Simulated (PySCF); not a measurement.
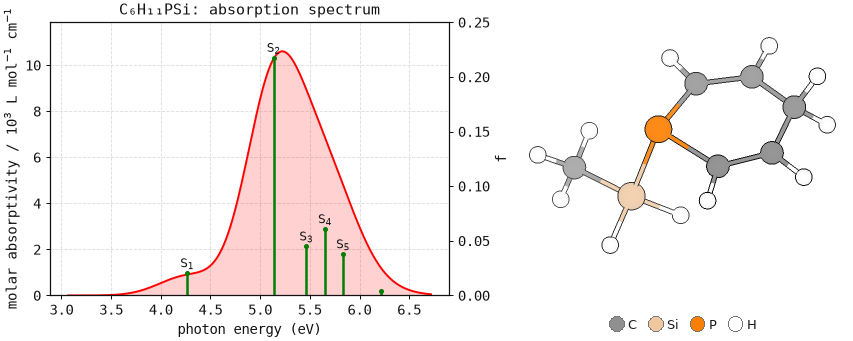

Computed absorption of C₆H₁₁PSi, SMILES C[SiH2]P1C=CCC=C1. Vertical TDDFT excitations, PBE0/def2-SVPD (IEF-PCM acetone) in PySCF 2.14.0, at a PBE0-D3(BJ)/def2-SVP geometry (no frequency check). Only the first 6 singlet excitations are included; each is broadened by a Gaussian of 1/e half-width 0.40 eV. Sticks give oscillator strengths (right axis).

> Where is the maximum of the broadened curve, and how high is it?

At about 5.2 eV (237 nm), with ε near 11000 L mol⁻¹ cm⁻¹.

> Does any vertical transition fall in the visible?

No singlet lies below 3.1 eV (beyond 400 nm), so at this level no vertical transition falls in the visible.

> List the transitions behind the spectrum.

```
state  E (eV)  λ (nm)      f        main character
   S1    4.27     291  0.021    HOMO → LUMO (99 %)
   S2    5.14     241  0.218  HOMO → LUMO+1 (90 %)
   S3    5.46     227  0.045  HOMO → LUMO+2 (72 %)
   S4    5.65     219  0.061  HOMO → LUMO+3 (91 %)
   S5    5.83     213  0.038  HOMO → LUMO+4 (71 %)
   S6    6.22     199  0.004  HOMO−2 → LUMO (90 %)
```

Known limits of this run: states above the negative HOMO energy depend on the basis; one conformer of a flexible molecule; core orbitals are frozen in the response.
